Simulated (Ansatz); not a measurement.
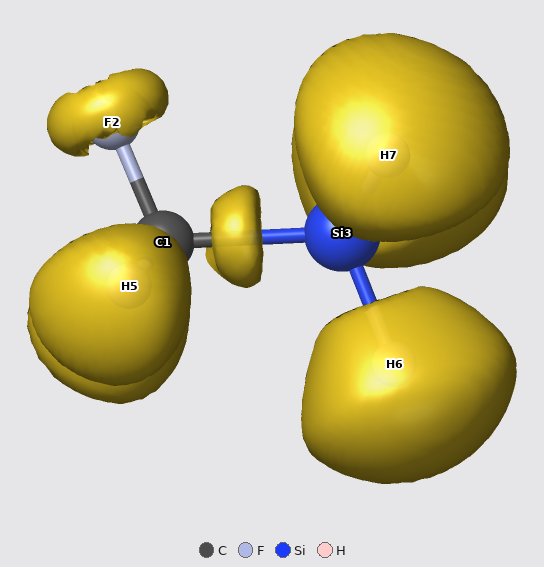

Figure 1: CH₅FSi (SMILES FC[SiH3]). Isosurface of the electron localisation function at 0.85 (yellow), seen across its widest extent. Only the valence region is drawn (cores and ρ < 0.01 e/Å³ removed).

Geometry: PBE0-D3(BJ)/def2-SVP.

Level of theory: Ansatz, isolated molecule in a Gaussian basis; Kohn-Sham density functional theory, functional PBE0.

```yaml
atoms:
  - { symbol: C, position_ang: [-0.2813, -0.2530, 0.9239] }
  - { symbol: F, position_ang: [0.4121, -0.9962, 1.8566] }
  - { symbol: Si, position_ang: [-1.8658, 0.4514, 1.7047] }
  - { symbol: H, position_ang: [-0.5238, -0.8940, 0.0572] }
  - { symbol: H, position_ang: [0.3677, 0.5609, 0.5537] }
  - { symbol: H, position_ang: [-2.5937, 1.2504, 0.6712] }
  - { symbol: H, position_ang: [-1.5131, 1.3286, 2.8588] }
  - { symbol: H, position_ang: [-2.7348, -0.6649, 2.1782] }
```

### Where are the electrons localised?

The surface consists of one region between bonded C–Si atoms (shared pairs), five regions around hydrogen nuclei and one region wrapped around F (its lone pairs, merged into a ring or cap).

Values along the shortest contacts:
C–F (1.38 Å): the ELF peaks at about 0.85 between the atoms: a polar covalent bond. C–Si (1.90 Å): the ELF peaks at about 1 between the atoms: localised, covalent bonding.
